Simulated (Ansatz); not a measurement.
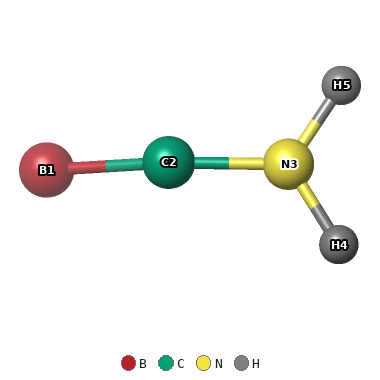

The system is CH₂BN (SMILES B#CN) with the probe Br-; the picture shows it without the atoms that are moved over the map. The probe is moved over the molecule's main plane. Coordinates scanned: (1) x of the probe's Br atom; (2) y of the probe's Br atom. Nothing is relaxed (molecule and probe rigid). The grid has 17 × 11 points. At 52 points there is no value (left out of the scan, as a rule where atoms come close). Energies: eV, counted from molecule and probe far apart, each relaxed in its own basis (no counterpoise correction). Energies and slopes of some neighbouring points disagree (a jump in structure or state, or too coarse a mesh). Method: RKS PBE0-D4/def2-TZVPD in Ansatz 0.2.0.

Range: x of the probe's Br atom from −5.12 to 5.12 Å; y of the probe's Br atom from −3.20 to 3.20 Å.

> Predict the map.

The lowest grid point is at x of the probe's Br atom = 3.20 Å, y of the probe's Br atom = 0.64 Å [nearest 1 B at 1.98 Å], −2.01 eV from molecule and probe far apart, each relaxed in its own basis (no counterpoise correction). The highest grid point, x of the probe's Br atom = 0.00 Å, y of the probe's Br atom = −1.92 Å [nearest 1 C at 2.13 Å], lies 3.58 eV above the lowest.

```
y of the probe's Br atom ↓, x of the probe's Br atom →  −4.48  −3.20  −1.92  −0.64   0.64   1.92   3.20   4.48
                                                  3.20  −0.50  −0.59  −0.55  −0.66  −0.77  −0.59  −0.21   0.06
                                                  2.56  −0.64  −0.77  −0.36  −0.64  −1.22  −1.18  −0.51   0.02
                                                  1.92  −0.80  −0.81      –      –  −0.21  −1.60  −1.04  −0.04
                                                  1.28  −0.96  −0.14      –      –      –      –  −1.70  −0.10
                                                  0.64  −1.07      –      –      –      –      –  −2.01  −0.09
                                                  0.00  −1.12      –      –      –      –      –  −1.73   0.03
                                                 −0.64  −1.12      –      –      –      –      –  −1.56   0.23
                                                 −1.28  −1.08   1.02      –      –      –      –  −0.98   0.39
                                                 −1.92  −0.95  −0.74      –      –  −0.32  −1.33   0.12   0.46
                                                 −2.56  −0.79  −0.98  −0.43   0.13  −0.66  −0.44   0.61   0.44
                                                 −3.20  −0.62  −0.79  −0.70  −0.39  −0.27   0.14   0.44   0.39
```

The table holds every second grid line.

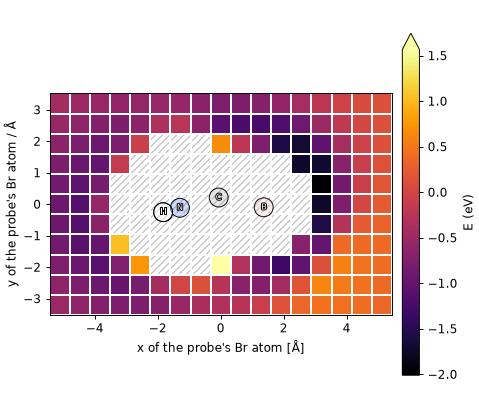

In the figure: one coloured cell a grid point, labelled circles for the molecule's atoms, projected on the plane, one colour for all values above the top of the scale, hatched blanks where no value was computed.

Each point was launched as `ansatz run input.yaml --threads 1 --pin off --max-ram 2560MiB --backend cpu --events-out ev --progress --plain --runs-dir out`. The whole map (135 points run) took 30 min on 1 thread of Arm Neoverse V2, on a shared host.
